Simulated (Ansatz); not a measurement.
# GaH2(NH2) (GaNH4): single points with varied inputs

How do the results and run time of GaH2(NH2) (GaNH4) respond when the settings are drawn wide?

Method: the settings change from run to run; program: Ansatz 0.2.0, Gaussian basis.

## Step 1: The relaxed structure

The geometry comes from an earlier relaxation with r2SCAN-D4 in a triple-zeta def2 set; it is a stationary point.

6 atoms, charge 0, spin multiplicity 1.

Atoms are counted from 1 here; the program's logs count them from 0.

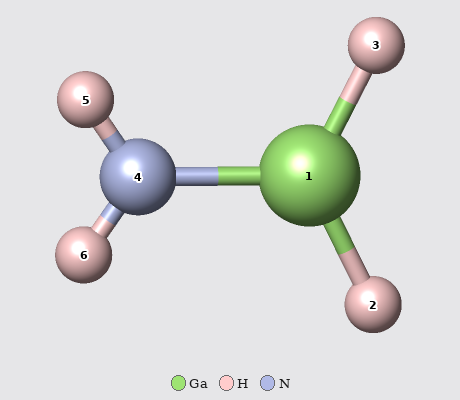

The structure; gallium green, hydrogen pink, nitrogen light blue; atoms are numbered from 1 in the order of the file.

## Step 2: r2SCAN50/cc-pVDZ

Options: D3(BJ) with three-body dispersion, the search for lower states set to light.

File in.yaml:

```yaml
crystal:
  periodic: [false, false, false]
  atoms:
    - {symbol: Ga, position_ang: [0.431903, 0.748882, 0.007868]}
    - {symbol: H, position_ang: [1.900646, 0.693908, 0.512908]}
    - {symbol: H, position_ang: [-0.346740, 2.000277, -0.485150]}
    - {symbol: N, position_ang: [-0.473702, -0.821198, -0.008198]}
    - {symbol: H, position_ang: [-1.427926, -0.920201, -0.314608]}
    - {symbol: H, position_ang: [-0.084181, -1.701667, 0.287180]}
basis:
  gaussian: {orbitals: cc-pVDZ}
hamiltonian: {xc: {name: r2SCAN50}, dispersion: d3bjatm}
scf: {lower_state_search: light}
output: {forces: true}
```

Run with:

```
> ansatz run in.yaml --threads 4 --pin off --events-out ev --progress --plain --max-ram 3916MiB
```

The program printed (excerpt; [...] marks lines left out):

```text
Functional definition: r2SCAN50
  name "r2SCAN50"
  cite "Bursch, Neugebauer, Ehlert & Grimme, J. Chem. Phys. 156, 134105 (2022) doi:10.1063/5.0086040"
  cite "Furness, Kaplan, Ning, Perdew & Sun, J. Phys. Chem. Lett. 11, 8208 (2020) doi:10.1021/acs.jpclett.0c02405"
  cite "Furness, Kaplan, Ning, Perdew & Sun, J. Phys. Chem. Lett. 11, 9248 (2020) doi:10.1021/acs.jpclett.0c03077"
  parent r2scan
[...]
630 factors; integrals over basis functions are off by at most 1.1e-3 eV
[...]
mean field -53929.48332186 eV, -1981.8719573615 hartree, gradient 4.4e-5 eV, S^2 0.000000; 0 other end points of the search recorded, 0 dependent functions left out
[...]
reference -53929.48332860 eV, -1981.8719576095 hartree; 21, 21 occupied and 40, 40 virtual orbitals, 630 factors
Total energy: -53929.50645384 eV, -1981.8728074464 hartree
Atom 0 at     0.431903     0.748882     0.007868 Å, force    -0.133511    -0.231965    -0.002949 eV/Å
Atom 1 at     1.900646     0.693908     0.512908 Å, force    -0.047461     0.033396    -0.020666 eV/Å
Atom 2 at    -0.346740     2.000277    -0.485150 Å, force     0.052427    -0.024762     0.021322 eV/Å
Atom 3 at    -0.473702    -0.821198    -0.008198 Å, force     0.080599     0.141246     0.000777 eV/Å
Atom 4 at    -1.427926    -0.920201    -0.314608 Å, force     0.143257    -0.028332     0.056177 eV/Å
Atom 5 at    -0.084181    -1.701667     0.287180 Å, force    -0.095311     0.110418    -0.054661 eV/Å
Dipole moment:    -0.102846    -0.178450    -0.002045 e Å
```

Wall time 1.1 s (4 threads of Arm Neoverse V2, shared host).

Largest force 0.268 eV/Å, dipole 0.99 D.

## Step 3: B97/def2-SVP

Changes to in.yaml since step 2:

```diff
@@ -10,5 +10,5 @@
 basis:
-  gaussian: {orbitals: cc-pVDZ}
-hamiltonian: {xc: {name: r2SCAN50}, dispersion: d3bjatm}
-scf: {lower_state_search: light}
+  gaussian: {orbitals: def2-SVP}
+hamiltonian: {xc: {name: B97}}
+scf: {omitted_lower_state_checks: [starts]}
 output: {forces: true}
```

Launched as before.

The program printed (excerpt; [...] marks lines left out):

```text
Functional definition: B97
  name "B97"
  cite "Becke, J. Chem. Phys. 107, 8554 (1997) doi:10.1063/1.475007"
[...]
      + integral(e_c_pw_opposite_spin*poly(b97_u_opposite, cos0, cos1, cos2))
[...]
675 factors; integrals over basis functions are off by at most 1.0e-3 eV
[...]
mean field -53922.37127794 eV, -1981.6105945683 hartree, gradient 4.3e-5 eV, S^2 0.000000; 0 other end points of the search recorded, 0 dependent functions left out
[...]
reference -53922.37130013 eV, -1981.6105953836 hartree; 21, 21 occupied and 45, 45 virtual orbitals, 675 factors
Total energy: -53922.37130013 eV, -1981.6105953836 hartree
Atom 0 at     0.431903     0.748882     0.007868 Å, force     0.015708     0.026828    -0.000191 eV/Å
Atom 1 at     1.900646     0.693908     0.512908 Å, force     0.195598     0.010863     0.065374 eV/Å
Atom 2 at    -0.346740     2.000277    -0.485150 Å, force    -0.088028     0.175633    -0.062954 eV/Å
Atom 3 at    -0.473702    -0.821198    -0.008198 Å, force     0.110833     0.193714     0.001606 eV/Å
Atom 4 at    -1.427926    -0.920201    -0.314608 Å, force    -0.360580    -0.061885    -0.108983 eV/Å
Atom 5 at    -0.084181    -1.701667     0.287180 Å, force     0.126469    -0.345153     0.105148 eV/Å
Dipole moment:    -0.131097    -0.227434    -0.002553 e Å
Checks for a lower state left out: starts
```

Run time: 1.1 s. Hardware: 4 threads of Arm Neoverse V2, shared host.

Largest force 0.382 eV/Å, dipole 1.26 D.

## Step 4: B97/aug-cc-pVDZ

Changes to in.yaml since step 3:

```diff
@@ -10,5 +10,3 @@
 basis:
-  gaussian: {orbitals: def2-SVP}
+  gaussian: {orbitals: aug-cc-pVDZ}
 hamiltonian: {xc: {name: B97}}
-scf: {omitted_lower_state_checks: [starts]}
-output: {forces: true}
```

Launched as before.

The program printed (excerpt; [...] marks lines left out):

```text
Functional definition: B97
  name "B97"
  cite "Becke, J. Chem. Phys. 107, 8554 (1997) doi:10.1063/1.475007"
[...]
      + integral(e_c_pw_opposite_spin*poly(b97_u_opposite, cos0, cos1, cos2))
1004 factors; their error is unknown
[...]
mean field -53929.63531589 eV, -1981.8775430393 hartree, gradient 8.1e-6 eV, S^2 0.000000; 0 other end points of the search recorded, 0 dependent functions left out
reference -53929.63534904 eV, -1981.8775442574 hartree; 21, 21 occupied and 74, 74 virtual orbitals, 1004 factors
Total energy: -53929.63534904 eV, -1981.8775442574 hartree
```

Run time: 1.4 s. Hardware: 4 threads of Arm Neoverse V2, shared host.

## Step 5: wB97X-V/6-31G

Set apart from the defaults: charge -1, multiplicity 2, restricted open-shell orbitals, a point charge of 0.50 e beside it.

Changes to in.yaml since step 4:

```diff
@@ -10,3 +10,6 @@
 basis:
-  gaussian: {orbitals: aug-cc-pVDZ}
-hamiltonian: {xc: {name: B97}}
+  gaussian: {orbitals: 6-31G, point_charges: [{charge: 0.50, position_ang: [5.962, 0.847, -0.384]}]}
+total_charge: -1
+magnetization: {spin_polarized: false, initial_magnetization: 1}
+hamiltonian: {xc: {name: wB97X-V}}
+scf: {omitted_lower_state_checks: [starts]}
```

The command is unchanged.

The program printed (excerpt; [...] marks lines left out):

```text
Functional definition: wB97X-V
  name "wB97X-V"
  cite "Mardirossian & Head-Gordon, Phys. Chem. Chem. Phys. 16, 9904 (2014) doi:10.1039/C3CP54374A"
  cite "Becke, J. Chem. Phys. 107, 8554 (1997) doi:10.1063/1.475007"
  cite "Vydrov & Van Voorhis, J. Chem. Phys. 133, 244103 (2010) doi:10.1063/1.3521275"
[...]
      + integral(e_c_pw_opposite_spin*poly(b97_u_opposite, cos0, cos1)) + vv10(b, c)
[...]
516 factors; integrals over basis functions are off by at most 6.1e-4 eV
157 factors; integrals over basis functions are off by at most 6.9e-6 eV
[...]
mean field -53918.32108881 eV, -1981.4617528630 hartree, gradient 7.5e-5 eV, S^2 0.750000; 0 other end points of the search recorded, 0 dependent functions left out
reference -53918.32108953 eV, -1981.4617528897 hartree; 22, 21 occupied and 24, 25 virtual orbitals, 516 factors
Total energy: -53918.32108953 eV, -1981.4617528897 hartree
Checks for a lower state left out: starts
```

It took 2.1 s on 4 threads of Arm Neoverse V2, shared host.

## Step 6: All runs side by side

| level | charge | multiplicity | geometry | functions | energy (eV) | time |
| --- | --- | --- | --- | --- | --- | --- |
| r2SCAN50/cc-pVDZ | 0 | 1 | relaxed | 61 | -53929.506 | 1.1 s |
| B97/def2-SVP | 0 | 1 | relaxed | 66 | -53922.371 | 1.1 s |
| B97/aug-cc-pVDZ | 0 | 1 | relaxed | 95 | -53929.635 | 1.4 s |
| wB97X-V/6-31G | -1 | 2 | relaxed, point charge | 46 | -53918.321 | 2.1 s |

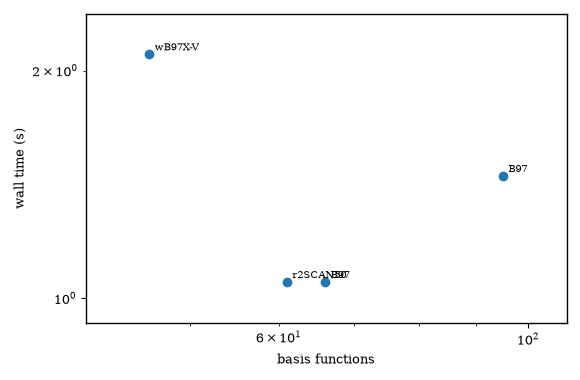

Wall time against the number of basis functions (shared host).

## Step 7: Summary of results

```
                                         quantity                    value
                                             runs                        4
                                         quickest  r2SCAN50/cc-pVDZ, 1.1 s
                                          slowest     wB97X-V/6-31G, 2.1 s
spread of total energies, same state and geometry                   7.3 eV
                  dipole, same state and geometry           0.99 to 1.26 D
```

What this shows: wB97X-V/6-31G took 2 times as long as r2SCAN50/cc-pVDZ. The jobs differ in tasks and options as well as level. The totals spread over 7 eV; they can't be compared across methods or bases. At the r2SCAN-D4/def2-TZVP geometry and in the same state, runs without warnings or point charges leave forces up to 0.38 eV/Å (B97/def2-SVP).
